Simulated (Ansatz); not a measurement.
# C2H5Al (SMILES C=[CH][AlH2]) at B3LYP/6-31G(d) (Cartesian functions)

What is the vertical electron affinity of C2H5Al at B3LYP/6-31G* (Cartesian functions)? 

Program for the calculation: Ansatz 0.2.0.

33 further runs of the same task are left out: 33 set aside as unsound or not needed.

### Step 1. The system as given

The species is C2H5Al (8 atoms), meant as a singlet with charge 0. SMILES: `C=[CH][AlH2]`. The coordinates come from a PBE0-D4/def2-TZVP relaxation.

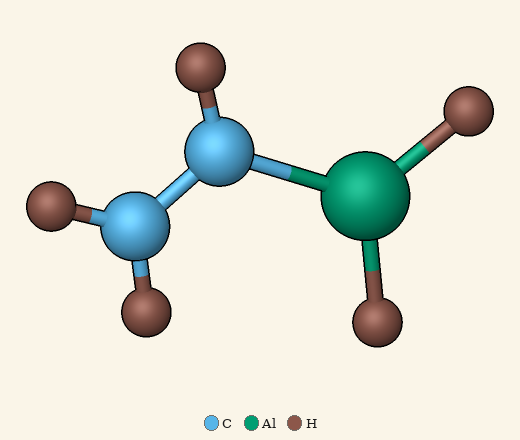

Viewed from a chosen angle; carbon blue, aluminium teal, hydrogen brown.

### Step 2. A single-point energy at B3LYP/6-31G(d) (Cartesian functions)

The input, job.yaml:

```yaml
crystal:
  periodic: [false, false, false]
  atoms:
    - symbol: C
      position_ang: [-1.029900, 0.829200, -0.357000]
    - symbol: C
      position_ang: [0.199000, 0.651000, 0.138100]
    - symbol: Al
      position_ang: [0.930800, -1.139300, 0.262000]
    - symbol: H
      position_ang: [-1.636900, -0.008600, -0.695500]
    - symbol: H
      position_ang: [-1.495000, 1.809300, -0.451900]
    - symbol: H
      position_ang: [0.735600, 1.546100, 0.452700]
    - symbol: H
      position_ang: [2.384000, -1.417900, 0.837700]
    - symbol: H
      position_ang: [0.004400, -2.327000, -0.241900]
basis:
  gaussian:
    orbitals: "6-31G*"
hamiltonian:
  xc: {name: B3LYP}
accuracy: high
output: {orbitals: {seedname: orbitals}}
```

Run with:

```console
$ ansatz run job.yaml --threads 1 --pin off --max-ram 3480MiB --events-out events.jsonl --progress --plain --runs-dir runs
```

What it wrote:

```text
Warning: RAYON_NUM_THREADS=1 ignored (pool sized by the plan → 1); use --threads N
Functional definition: B3LYP
  name "B3LYP"
  parameter a0 = 0.2
  parameter ax = 0.72
  parameter ac = 0.81
  exchange = (1 - a0 - ax)*slater_x + ax*b88_x + a0*exact_x
  correlation = (1 - ac)*vwn_rpa_c + ac*lyp_c
1335 factors; integrals over basis functions are off by at most 3.5e-9 eV
mean field evaluation 1: about -8746.6695 eV, gradient 4.3e1 eV
mean field evaluation 2: about -8741.5887 eV, gradient 5.8e1 eV
mean field evaluation 4: about -8751.4618 eV, gradient 3.1e0 eV
mean field evaluation 8: about -8751.4839 eV, gradient 1.9e-2 eV
mean field evaluation 16: about -8751.4839 eV, gradient 4.2e-7 eV
mean field -8751.48390570 eV, -321.6111015655 hartree, gradient 7.4e-8 eV, S^2 0.000000; 0 other end points of the search recorded, 0 dependent functions left out
reference -8751.48394571 eV, -321.6111030358 hartree; 15, 15 occupied and 44, 44 virtual orbitals, 1335 factors
Total energy: -8751.48394571 eV, -321.6111030358 hartree
```

Run time: 3.6 s. Hardware: 1 thread of Arm Neoverse V2, shared host; peak memory 0.16 GiB.

### Step 3. The doublet anion

The input, run.yaml:

```yaml
crystal:
  periodic: [false, false, false]
  atoms:
    - {symbol: C, position_ang: [-1.029900, 0.829200, -0.357000]}
    - {symbol: C, position_ang: [0.199000, 0.651000, 0.138100]}
    - {symbol: Al, position_ang: [0.930800, -1.139300, 0.262000]}
    - {symbol: H, position_ang: [-1.636900, -0.008600, -0.695500]}
    - {symbol: H, position_ang: [-1.495000, 1.809300, -0.451900]}
    - {symbol: H, position_ang: [0.735600, 1.546100, 0.452700]}
    - {symbol: H, position_ang: [2.384000, -1.417900, 0.837700]}
    - {symbol: H, position_ang: [0.004400, -2.327000, -0.241900]}
basis:
  gaussian:
    orbitals: "6-31G*"
hamiltonian:
  xc: {name: B3LYP}
magnetization:
  spin_polarized: true
  initial_magnetization: 1
accuracy: high
output: {orbitals: {seedname: orbitals}}
total_charge: -1
```

Run with:

```console
$ ansatz run run.yaml --threads 1 --pin off --max-ram 3480MiB --events-out events.jsonl --progress --plain --runs-dir runs
```

What it wrote (excerpt; [...] marks lines left out):

```text
Warning: RAYON_NUM_THREADS=1 ignored (pool sized by the plan → 1); use --threads N
[... 7 set-up lines as earlier in the session ...]
1335 factors; integrals over basis functions are off by at most 3.5e-9 eV
mean field evaluation 1: about -8749.8185 eV, gradient 1.5e1 eV
mean field evaluation 2: about -8749.4391 eV, gradient 1.8e1 eV
mean field evaluation 4: about -8751.2033 eV, gradient 8.2e-1 eV
mean field evaluation 8: about -8751.3037 eV, gradient 1.3e-1 eV
mean field evaluation 16: about -8751.3040 eV, gradient 4.0e-4 eV
mean field -8751.30398801 eV, -321.6044897126 hartree, gradient 4.8e-8 eV, S^2 0.760212; 0 other end points of the search recorded, 0 dependent functions left out
reference -8751.30402756 eV, -321.6044911659 hartree; 16, 15 occupied and 43, 44 virtual orbitals, 1335 factors
Total energy: -8751.30402756 eV, -321.6044911659 hartree
```

It took 8.4 s on 1 thread of Arm Neoverse V2, shared host; peak memory 0.23 GiB.

### Step 4. Outcome

At B3LYP/6-31G* (Cartesian functions):

```
                                         quantity          value
                     singlet C2H5Al: total energy  -321.61110 Eh
                      singlet C2H5Al: HOMO energy       -7.63 eV
                      singlet C2H5Al: LUMO energy       -1.70 eV
                    singlet C2H5Al: HOMO–LUMO gap        5.93 eV
                      doublet anion: total energy  -321.60449 Eh
doublet anion: HOMO energy (highest over α and β)        2.11 eV
 doublet anion: LUMO energy (lowest over α and β)        4.07 eV
                              doublet anion: ⟨S²⟩          0.760
vertical electron affinity (to the doublet anion)      -0.180 eV
```

What this shows: The anion lies 0.18 eV (17.4 kJ/mol) above the neutral: the electron isn't bound at this level, and such a value depends on the basis. Without diffuse functions anions come out too high. The HOMO (doublet anion) lies at positive energy, 2.11 eV; only total energies tell whether the electron is bound.
